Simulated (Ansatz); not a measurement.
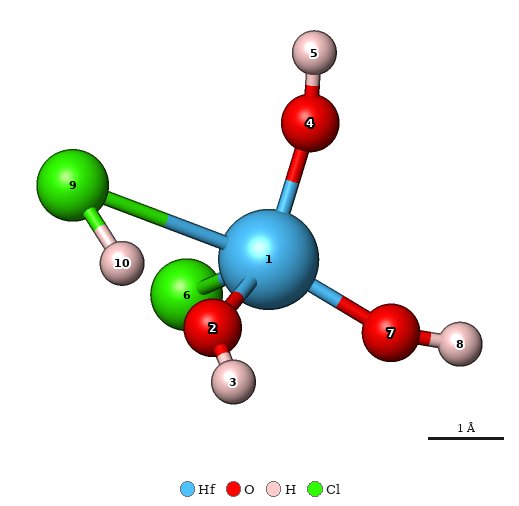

Figure 1. The structure as given in the input (ball-and-stick view, seen at a tilt; atoms are numbered from 1 in the order of the input). Sticks mark near contacts.

**Frequency calculation of HfH4Cl2O3**

The run: frequency calculation of HfH4Cl2O3. Method and program: RKS PBE0/def2-SVP (Ansatz 0.2.0).

It belongs to a series of runs on one base structure; here: vibrations at the highest image of the band. Figures and captions count atoms from 1; the log counts them from 0 in places.

Input file
```yaml
crystal:
  periodic: [false, false, false]
  atoms:
    - { symbol: Hf, position_ang: [-0.098657, 0.040383, 0.103458] }
    - { symbol: O, position_ang: [-0.212712, 0.272626, 2.115539] }
    - { symbol: H, position_ang: [-0.65478, -0.187558, 2.834376] }
    - { symbol: O, position_ang: [1.599449, -0.427665, -0.637498] }
    - { symbol: H, position_ang: [2.522666, -0.471098, -0.879277] }
    - { symbol: Cl, position_ang: [-1.310063, 1.605387, -1.216113] }
    - { symbol: O, position_ang: [-1.140609, -1.552126, -0.059077] }
    - { symbol: H, position_ang: [-1.411861, -2.395482, -0.419392] }
    - { symbol: Cl, position_ang: [1.37781, 2.340255, 1.318292] }
    - { symbol: H, position_ang: [0.649956, 1.479176, 2.114394] }
basis:
  gaussian: { orbitals: def2-SVP }
hamiltonian:
  xc: pbe0
phonons: {}
```

Run on 4 threads of Arm Neoverse V1, 24 GiB of memory available, shared host.

Launch command:
```bash
ansatz run input.yaml --threads 4 --pin off --max-ram 5120MiB --backend cpu --events-out ev --progress --plain --runs-dir out
```

Output
```
Engine: ansatz 0.2.0, aarch64-unknown-linux-gnu
Functional definition: PBE0
  parameter a = 0.25
  parameter kappa = 0.804
  parameter beta = 0.06672455060314922
  exchange = (1 - a)*pbe_x(kappa = kappa, mu = beta*pi^2/3) + a*exact_x
  correlation = pbe_c(beta = beta)
1324 factors; integrals over basis functions are off by at most 2.3e-4 eV
mean field evaluation 1: about -32525.6646 eV, gradient 8.5e1 eV
mean field evaluation 2: about -32478.1856 eV, gradient 1.8e2 eV
mean field evaluation 4: about -32538.3050 eV, gradient 8.5e0 eV
mean field evaluation 8: about -32538.4945 eV, gradient 4.6e-1 eV
mean field evaluation 16: about -32538.4951 eV, gradient 6.3e-5 eV
mean field -32538.49511707 eV, -1195.7676401681 hartree, gradient 6.1e-5 eV, S^2 0.000000; 0 other end points of the search recorded, 0 dependent functions left out
the calculation of the forces begins
reference -32538.49518016 eV, -1195.7676424867 hartree; 37, 37 occupied and 93, 93 virtual orbitals, 1324 factors
these checks for a lower state are left out or cut short: stability, starts, cluster_reference, orbital_swaps, neighbouring_geometries, increment
1324 factors; integrals over basis functions are off by at most 2.3e-4 eV
mean field -32538.49499960 eV, -1195.7676358513 hartree, gradient 2.3e-6 eV, S^2 0.000000; 0 other end points of the search recorded, 0 dependent functions left out
[... from here on the field's lines of each further geometry are left out, up to the last ...]
the calculation of the forces begins
reference -32538.49515613 eV, -1195.7676416036 hartree; 37, 37 occupied and 93, 93 virtual orbitals, 1324 factors
these checks for a lower state are left out or cut short: stability, starts, cluster_reference, orbital_swaps, neighbouring_geometries, increment
1324 factors; integrals over basis functions are off by at most 2.3e-4 eV
mean field -32538.49508561 eV, -1195.7676390121 hartree, gradient 2.2e-6 eV, S^2 0.000000; 0 other end points of the search recorded, 0 dependent functions left out
the calculation of the forces begins
reference -32538.49514870 eV, -1195.7676413307 hartree; 37, 37 occupied and 93, 93 virtual orbitals, 1324 factors
WARN: phonons: modes at or below zero, which the zero-point energy, F, S and C_V leave out: 1, the lowest at -86.19 cm⁻¹. A minimum has none, and a first-order saddle one
Total energy: -32538.49518016 eV, -1195.7676424867 hartree
Atom 0 at    -0.098657     0.040383     0.103458 Å, force     0.003616     0.000162    -0.002337 eV/Å
Atom 1 at    -0.212712     0.272626     2.115539 Å, force    -0.000112     0.000954     0.001462 eV/Å
Atom 2 at    -0.654780    -0.187558     2.834376 Å, force    -0.000136    -0.000470    -0.000172 eV/Å
Atom 3 at     1.599449    -0.427665    -0.637498 Å, force    -0.000696     0.000807     0.001077 eV/Å
Atom 4 at     2.522666    -0.471098    -0.879277 Å, force    -0.000369    -0.000486    -0.000383 eV/Å
Atom 5 at    -1.310063     1.605387    -1.216113 Å, force    -0.000580    -0.000447     0.000054 eV/Å
Atom 6 at    -1.140609    -1.552126    -0.059077 Å, force    -0.002994    -0.000396     0.001487 eV/Å
Atom 7 at    -1.411861    -2.395482    -0.419392 Å, force     0.001340     0.000058    -0.001233 eV/Å
Atom 8 at     1.377810     2.340255     1.318292 Å, force     0.001191     0.001450    -0.001436 eV/Å
Atom 9 at     0.649956     1.479176     2.114394 Å, force    -0.001259    -0.001632     0.001481 eV/Å
Dipole moment:     0.152676    -0.830172     0.376234 e Å
Vibrations: -86.19 54.64 90.98 115.97 127.47 149.28 172.89 205.19 245.78 277.52 285.12 313.76 339.15 369.73 507.43 595.11 705.32 713.12 728.47 935.63 1895.15 3946.49 4019.17 4034.81 cm⁻¹, zero-point energy 1.291181 eV
```

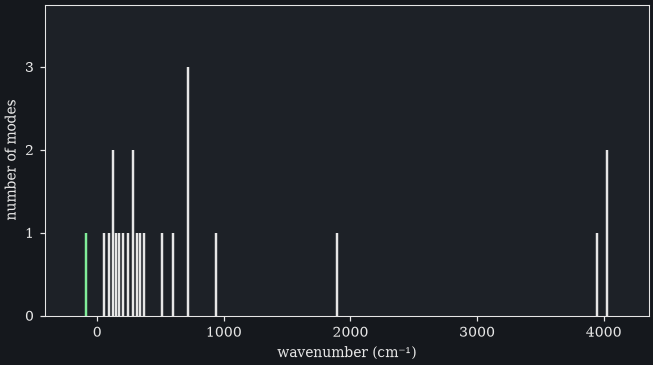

Figure 2. Harmonic vibrational wavenumbers from the force constants; neighbouring modes closer than 19 cm⁻¹ are counted in one stick, and imaginary ones are drawn at negative wavenumbers. 24 modes from 86i to 4035 cm⁻¹, 1 imaginary beyond 8i (86i cm⁻¹): not a clean minimum; so soft a mode can be a shallow saddle, an incomplete relaxation or noise of the force constants.

Results in brief

```csv
quantity,value
outcome,converged
total energy,−32538.4952 eV
mean-field energy,−32538.4952 eV
largest force (length of the vector),0.004 eV/Å
wall time,2.1 min (CPU time 7.9 min)
peak memory,0.35 GiB
```
